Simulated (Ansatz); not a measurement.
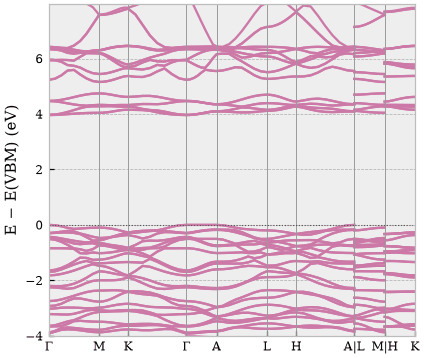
*Band structure from PBEsol with spin–orbit coupling (plane waves, PAW; program Ansatz)*

The gap is 3.96 eV; an edge lies off the plotted path or next to a special point (maximum on the Γ–A line, 4 % of the way from Γ, minimum at Γ).

The material is CsAlMo₂O₈ in space group P-3m1 (No. 164; Pearson symbol hP12).

The workflow started from a Materials Project entry (that database holds measured and hypothetical structures alike); the Crystallography Open Database files this formula in space group No. 164, but the cells were not matched. Its standing as an ambient phase is unchecked. Symmetry was held in the PBEsol relaxation; its stability against distortions is not shown here. No spin polarisation was allowed. No Hubbard U is applied.

Potentials: the later of the program's two PAW sets.
